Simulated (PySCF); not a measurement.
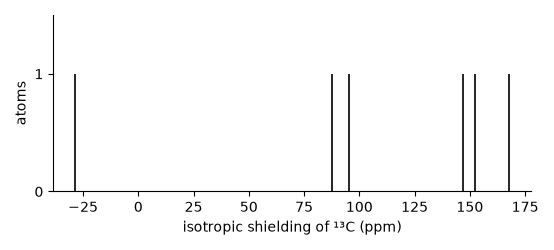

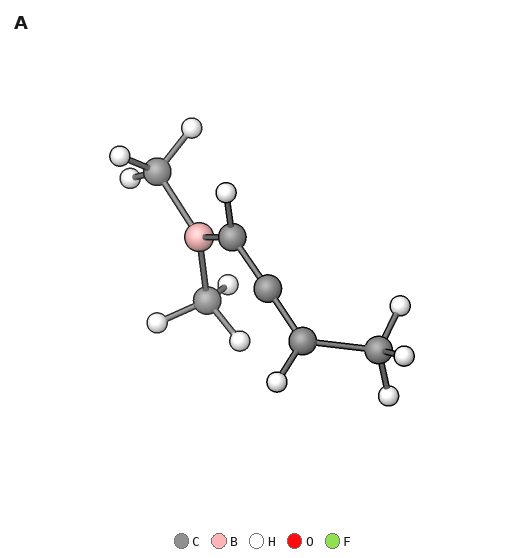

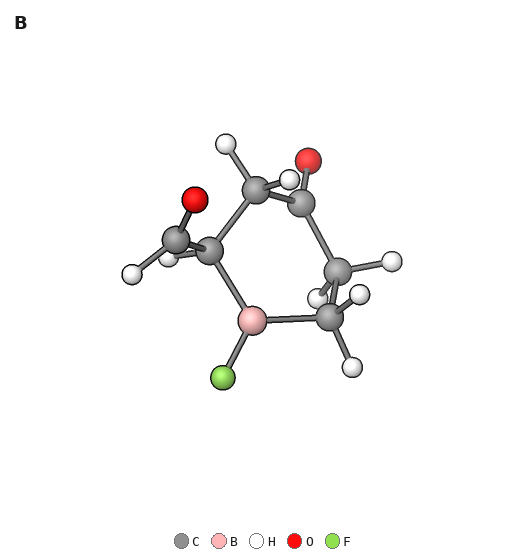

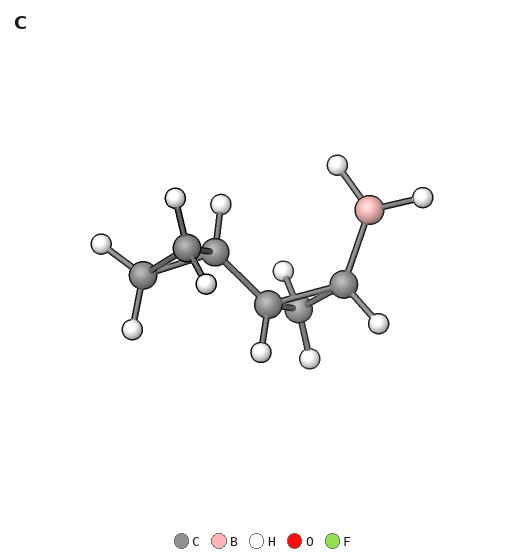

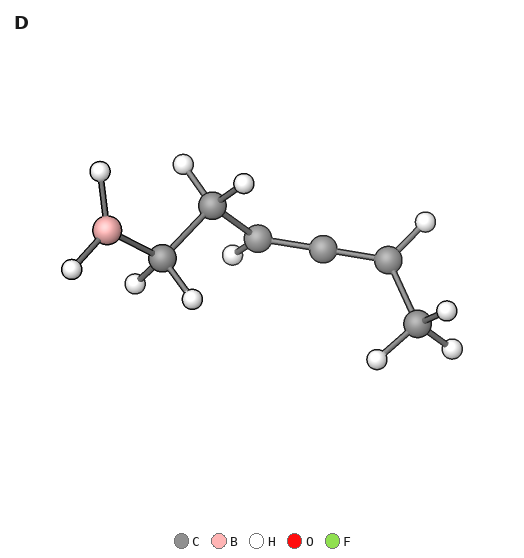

The sticks are computed shieldings of one of the molecules, for one fixed geometry (GFN2-xTB) without averaging over rotations. Low shielding means a high chemical shift. Method: GIAO PBE0/pcSseg-1 NMR shielding, non-relativistic, gas phase (PySCF 2.14.0).

Match the spectrum to a structure.

D, `BCCC=C=CC`. Its 6 C atoms give lines at −28.7, 87.7, 95.4, 146.8, 152.2, 167.8 ppm.

The geometry is semi-empirical. Around B such bond lengths and angles can be off by a tenth of an ångström or more and by several degrees, and values that hang on the shape move with them.
